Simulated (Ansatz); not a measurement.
**C$_{2}$H$_{2}$Al (SMILES C#[C][AlH+]) (charge +1): density, localisation and related maps**

Input

```
basis:
  gaussian: {orbitals: def2-TZVPD}
crystal:
  periodic: [false, false, false]
  atoms:
    - {symbol: C, position_ang: [0.000000, 0.000000, -1.557860]}
    - {symbol: C, position_ang: [0.000000, 0.000000, -0.333760]}
    - {symbol: Al, position_ang: [0.000000, 0.000000, 1.491556]}
    - {symbol: H, position_ang: [0.000000, 0.000000, -2.639706]}
    - {symbol: H, position_ang: [0.000000, 0.000000, 3.039770]}
total_charge: 1
hamiltonian: {xc: {name: PBE0}}
output: {forces: true, orbitals: {seedname: orbitals}}
```

Run with:

```sh
ansatz run input.yaml --threads 1 --pin off --max-ram 2610MiB --events-out events.jsonl --progress --plain --runs-dir runs
```

Geometry: B3LYP-D3(BJ)/def2-SVP.

These are results of isolated molecule in a Gaussian basis; Kohn-Sham density functional theory, functional PBE0 in Ansatz 0.2.0, not measurements.

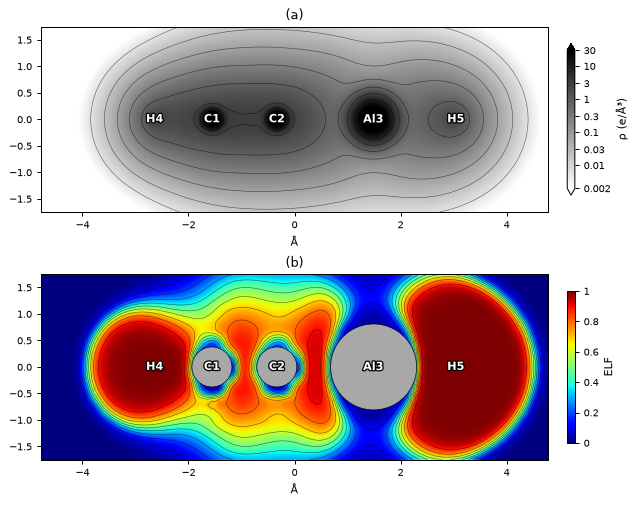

Figure 1. (a) total electron density; (b) electron localisation function on a plane that holds the molecular axis. Grey discs cover the atomic cores in the ELF map.

**Read the bonding off the picture.**

The section cuts through C, Al and H sites. C–C (1.22 Å): the density is about 2.8 e/Å³ at the midpoint; the ELF peaks at about 0.90 between the atoms; a short, multiple covalent bond. C–Al (1.83 Å): ρ is about 0.83 e/Å³ halfway; the ELF peaks at about 0.90 in the valence shell of C, 0.6 Å from its nucleus, and is about 0.75 at the midpoint. C–H (1.08 Å): ρ at the midpoint is about 2.2 e/Å³; the ELF climbs to about 1 towards the hydrogen, as it does in any bond to H: an ordinary covalent bond to hydrogen. Al–H (1.55 Å): ρ at the midpoint is about 0.63 e/Å³; the ELF climbs to about 1 towards the hydrogen.

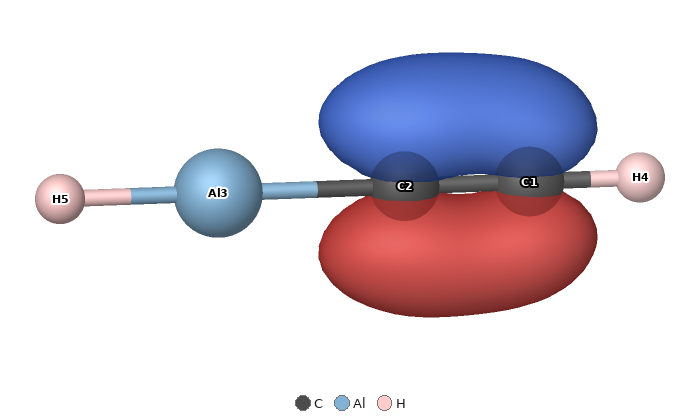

Figure 2. The HOMO at ±0.2 Å⁻³ᐟ² (red and blue are the two phases), seen from one side.

**What is the character of this orbital?**

Its weight (Hirshfeld) is mainly on C2 (about 45 %) and C1 (about 40 %); it vanishes on the molecular axis (π type); π-bonding across C2–C1. It is one of a degenerate set, so its orientation is arbitrary. Its energy is −14.04 eV.
